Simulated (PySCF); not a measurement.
NMR shielding calculation, with input and output: C6H9NSi

The run: NMR shielding calculation of C6H9NSi, SMILES [SiH3]Cc1cccnc1. Method and program: GIAO PBE0/pcSseg-1 NMR shielding, non-relativistic, gas phase (PySCF 2.14.0).

The geometry comes from this level: GFN2-xTB, NEB image 0 of 0 to 8. It belongs to a series of runs on one base structure; here: NEB image 0 of 0 to 8. Figures and captions count atoms from 1; the log counts them from 0 in places.

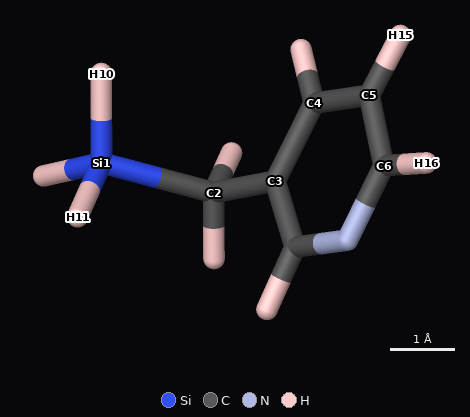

Fig. 1: The structure as given in the input (stick view, seen at a tilt; atoms are numbered from 1 in the order of the input). Bond lengths as drawn: C–C 1.38 to 1.49 Å, C–H 1.08 to 1.09 Å, C–N 1.32 Å, C–Si 1.91 Å and H–Si 1.46 Å.

**Results in brief**

| quantity | value |
| --- | --- |
| outcome | converged |
| total energy | −577.775602 hartree |
| HOMO | −7.18 eV |
| LUMO | −0.73 eV |
| dipole moment | 2.38 D |
| isotropic shielding, Si | 410.8 ppm |
| isotropic shielding, C | 32.2 to 168.7 ppm |
| isotropic shielding, N | −95.6 ppm |
| isotropic shielding, H | 22.9 to 29.5 ppm |
| hardware | 1 CPU thread, shared host |
| wall time | 68 s |
| peak memory | 0.85 GiB |

**Input file**
```
{"job": {"kind": "nmr", "xc": "PBE0", "basis": "pcSseg-1", "pop": false}, "charge": 0, "multiplicity": 1}
Si    -2.438200     0.760000    -0.376200
C     -1.193600    -0.588500    -0.916400
C      0.092800    -0.429200    -0.187200
C      1.097800     0.415100    -0.649700
C      2.262600     0.555600     0.084000
C      2.383500    -0.153100     1.269800
N      1.438800    -0.957900     1.725600
C      0.333000    -1.087200     1.017300
H     -3.682800     0.549700    -1.116900
H     -1.874400     2.072500    -0.695100
H     -2.669800     0.649100     1.063200
H     -1.617700    -1.572500    -0.714200
H     -1.025200    -0.516100    -1.991600
H      0.965800     0.951000    -1.580200
H      3.058100     1.201200    -0.256500
H      3.271700    -0.078500     1.883300
H     -0.409500    -1.759100     1.430800
```

The first line tells a small driver script what to run in PySCF; the rest is the geometry in Å.

Command:
```bash
OMP_NUM_THREADS=1 python <driver script> task.json out
```

**Output**
```
coarse grid: 14784 points
cycle   1  E = -577.6952329851  dE =  1.188e+00  |g| = 3.552e-01  |ddm| = 3.913e+00
cycle   2  E = -577.6942431039  dE =  9.899e-04  |g| = 3.839e-01  |ddm| = 9.682e-01
cycle   3  E = -577.7291187759  dE = -3.488e-02  |g| = 7.140e-02  |ddm| = 4.725e-01
cycle   4  E = -577.7298463195  dE = -7.275e-04  |g| = 3.761e-02  |ddm| = 7.508e-02
cycle   5  E = -577.7301598215  dE = -3.135e-04  |g| = 9.696e-03  |ddm| = 5.059e-02
cycle   6  E = -577.7301830278  dE = -2.321e-05  |g| = 3.794e-03  |ddm| = 1.500e-02
cycle   7  E = -577.7301866893  dE = -3.661e-06  |g| = 4.009e-04  |ddm| = 3.544e-03
final grid: 138520 points
cycle   8  E = -577.7755897801  dE = -3.390e-05  |g| = 6.821e-03  |ddm| = 3.712e-02
cycle   9  E = -577.7755882103  dE =  1.570e-06  |g| = 7.401e-03  |ddm| = 1.654e-02
cycle  10  E = -577.7756019608  dE = -1.375e-05  |g| = 9.701e-04  |ddm| = 8.427e-03
cycle  11  E = -577.7756021502  dE = -1.894e-07  |g| = 3.416e-04  |ddm| = 1.137e-03
cycle  12  E = -577.7756021752  dE = -2.506e-08  |g| = 9.887e-05  |ddm| = 4.243e-04
cycle  13  E = -577.7756021775  dE = -2.287e-09  |g| = 3.039e-05  |ddm| = 1.203e-04
cycle  14  E = -577.7756021777  dE = -2.281e-10  |g| = 6.551e-06  |ddm| = 3.443e-05
```

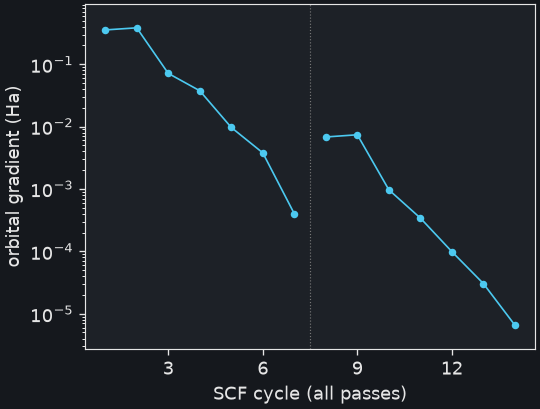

Fig. 2: Convergence of the self-consistent field: orbital gradient against the SCF cycle. The dotted line marks the change from a coarse to the final integration grid. The first 7 cycles use a coarse grid, the final grid takes over at cycle 8, and the field converges after 14 cycles in all.

```
converged SCF energy = -577.7756021777

GIAO shielding tensors (ppm)
atom      isotropic    diamagn.    paramagn.     s11        s22        s33       span
  0 Si     410.845     879.523    -468.678    371.636    398.258    462.641     91.005
  1 C      168.663     250.320     -81.656    149.289    162.918    193.783     44.494
  2 C       45.957     265.639    -219.682    -56.187     16.982    177.076    233.262
  3 C       46.710     252.011    -205.301    -61.954     32.741    169.344    231.298
  4 C       58.731     258.223    -199.493    -54.994     54.412    176.774    231.768
  5 C       34.740     251.736    -216.996    -72.417     28.172    148.465    220.882
  6 N      -95.637     331.338    -426.975   -413.975   -176.017    303.081    717.056
  7 C       32.229     249.702    -217.473    -72.320     34.670    134.337    206.657
  8 H       27.529      28.453      -0.925     24.536     24.615     33.436      8.899
  9 H       27.941      29.450      -1.509     24.130     27.247     32.445      8.315
 10 H       27.947      29.248      -1.301     24.266     27.048     32.528      8.262
 11 H       29.357      30.977      -1.620     24.967     27.932     35.170     10.203
 12 H       29.479      31.059      -1.580     25.027     28.365     35.044     10.017
 13 H       24.051      33.797      -9.746     20.728     22.260     29.163      8.434
 14 H       24.384      31.061      -6.677     21.715     23.614     27.824      6.109
 15 H       22.985      28.848      -5.862     19.139     23.182     26.635      7.495
 16 H       22.928      32.315      -9.387     18.841     21.267     28.675      9.834
```

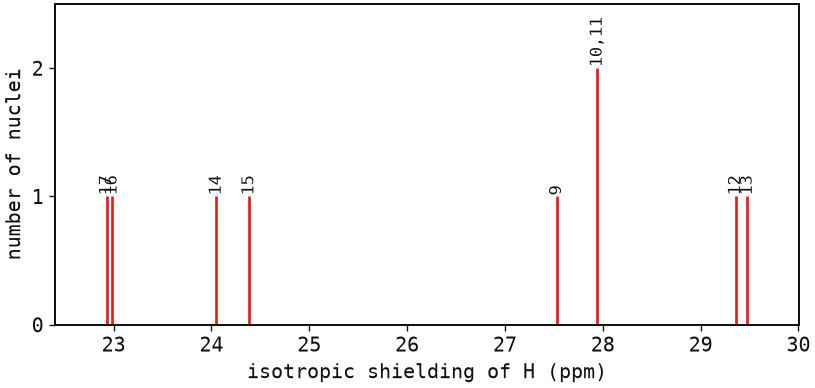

Fig. 3: Isotropic shieldings of the hydrogen nuclei in this fixed geometry, labelled by atom number; shielding grows to the right, so chemical shift grows to the left. The least shielded is H17 (22.9 ppm), the most shielded H13 (29.5 ppm).
